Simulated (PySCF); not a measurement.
# CH$_{3}$F$_{3}$Ge (SMILES [CH3][Ge]([F])([F])[F]): what the fields show

```xyz
8

Ge   -0.0405    0.0395   -0.8434
C     0.0934   -0.0721    1.0583
H    -0.9103    0.0087    1.4965
H     0.7279    0.7440    1.4288
H     0.5392   -1.0373    1.3343
F     1.4789   -0.0535   -1.6416
F    -0.7531    1.5026   -1.3949
F    -0.9972   -1.2176   -1.5216
```

Geometry: PBE0-D3(BJ)/def2-SVP.

Method: PySCF 2.14.0, CAM-B3LYP/def2-SVPD, SCF density, gas phase.

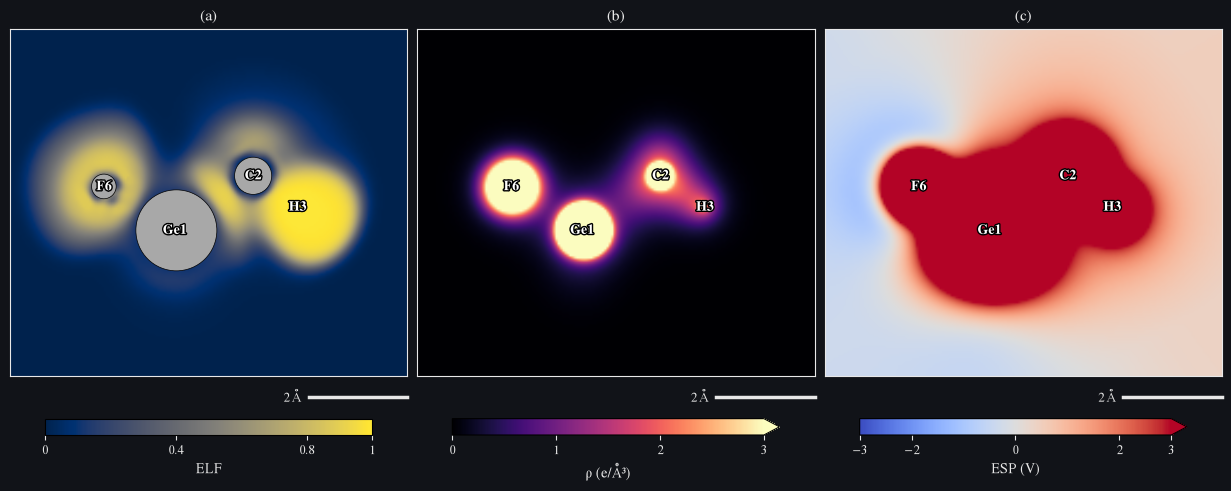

Figure 1. (a) ELF; (b) electron density; (c) electrostatic potential on the plane of atoms Ge1, C2 and H3. Grey discs cover the atomic cores in the ELF map.

Q: What does the map show?

A: The section cuts through Ge, C, H and F sites.
Ge–F (1.72 Å): ρ at the midpoint is about 0.96 e/Å³; the ELF peaks at about 0.80 in the valence shell of F, 0.5 Å from its nucleus, and is about 0.20 at the midpoint.
C–Ge (1.91 Å): ρ is about 0.97 e/Å³ halfway; the ELF peaks at about 0.90 in the valence shell of C, 0.7 Å from its nucleus, and is about 0.70 at the midpoint.
C–H (1.10 Å): the density is about 1.9 e/Å³ at the midpoint; the ELF climbs to about 1 towards the hydrogen, as it does in any bond to H: an ordinary covalent bond to hydrogen.
The ELF also peaks beside F6, away from the bonds: lone-pair regions.
Outside the dense part of the molecule the potential is most negative (−1.0 V) near F6.

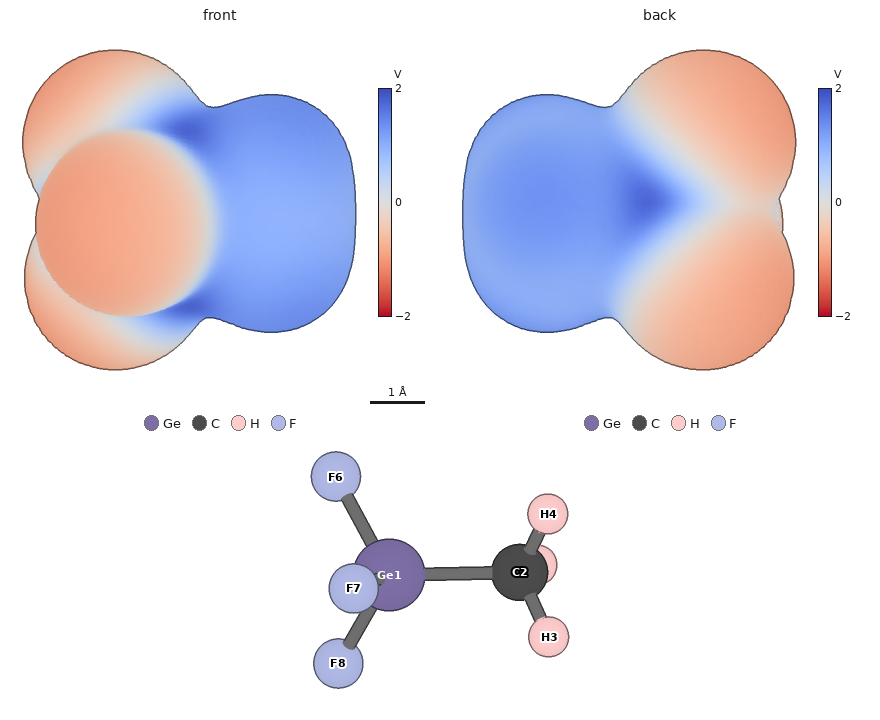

Figure 2. The molecular electrostatic potential painted on the density surface at 0.001 e/bohr³, seen from the front and from behind; red is negative and blue positive. The bare structure is drawn below in the same view.

Q: Describe the electrostatic potential map.

A: The most negative region (about −0.9 V) lies over F6, F7 and F8, the most positive (about +1.7 V) over Ge1.

Q: How polar is the molecule by this calculation?

A: Its dipole moment is 3.87 D.
